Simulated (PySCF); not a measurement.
Molecule: Ge(Me)2(SMe)2, C4H12GeS2, SMILES C[S][Ge]([S]C)([CH3])[CH3]. Atoms near the plane z = 0.8 Å, at the GFN2-xTB optimised geometry (x, y, z in Å): C1 (-2.9, -0.8, 1.7), S2 (-1.1, -1.1, 1.9), Ge3 (-0.4, 0.0, 0.0), C4 (-1.0, 1.9, 0.0), S6 (1.8, 0.0, 0.0), C7 (2.2, -1.8, 0.5), H9 (-3.3, -1.3, 0.8), H10 (-3.1, 0.2, 1.7), H11 (-2.1, 1.9, -0.2), H13 (-0.8, 2.3, 1.0), H17 (3.3, -1.8, 0.6), H18 (1.7, -2.0, 1.4).

Calculation: PySCF with B3LYP/def2-SVP. Cells within 0.4 Å of a nucleus heavier than hydrogen are left out (blank, or x). The values are rescaled to run from 0 to 1.

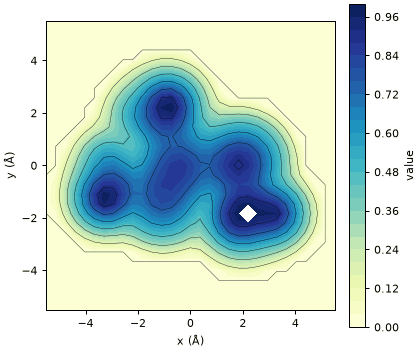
Figure. a field on the plane z = 0.8 Å.

### Question
Which quantity is mapped?
A) an orbital amplitude
B) log10 of the electron density
C) electrostatic potential
D) Laplacian of the electron density

### Answer
B, log10 of the electron density. In full: log10 of the electron density (e/bohr³), floored at −4.
